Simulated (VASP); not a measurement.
Band structure of LiF (rock salt). All values below come from PBE GGA with D4 dispersion, VASP's PBE PAW potentials (set 64) (plane waves; VASP).

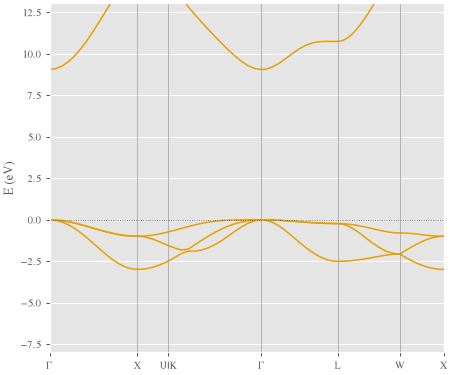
Figure: Bands along high-symmetry lines, zero at the valence-band maximum or, without a gap, the Fermi level

### Question
Read the plot: is there a gap, and where are the band edges?

### Answer
The gap is direct, 9.05 eV, from the valence maximum at Γ to the conduction minimum at Γ. (Edges off the drawn lines would not show.)

Measured: gap 15.35 eV (computed value off by -6.30 eV), as given by Wei Chen et al., Physical Review Materials (2018), doi:10.1103/physrevmaterials.2.073803 [zero-point renormalisation of 1.15 eV added back (the table's ZPR column)].

The compound is LiF in the rock salt structure. It was relaxed first.
